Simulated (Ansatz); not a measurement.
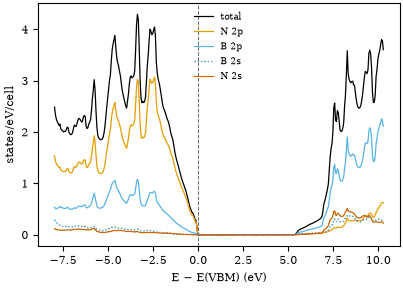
Fig. 1. Total and projected density of states of BN in space group P4_2/mnm (No. 136; B on 4f, N on 4g), plane-wave PAW r²SCAN (Ansatz code)

### Question
Which orbitals carry the states next to the gap?

### Answer
Top 1 eV of the valence band: N 2p 86 %, B 2p 12 %. Bottom 1 eV of the conduction band: B 2p 51 %, B 2s 15 %, N 2s 8 %, N 2p 7 %, outside the projected shells 19 %. Projections are on Löwdin-orthogonalised atomic valence shells; empty p or d shells of many metals are not among them.

### Question
Where is the tallest occupied peak in this window, and what makes it?

### Answer
Near -3.4 eV, about 4.3 states/eV per cell; the largest projected share is N 2p.

The workflow started from a Materials Project entry (that database holds measured and hypothetical structures alike); the Crystallography Open Database copy checked does not list it. It is not the phase usual at ambient conditions (space group No. 186, 194, 216). Symmetry was held in the r²SCAN relaxation; whether a distortion lowers the energy is not shown.

Potentials: the earlier of the program's two PAW sets.
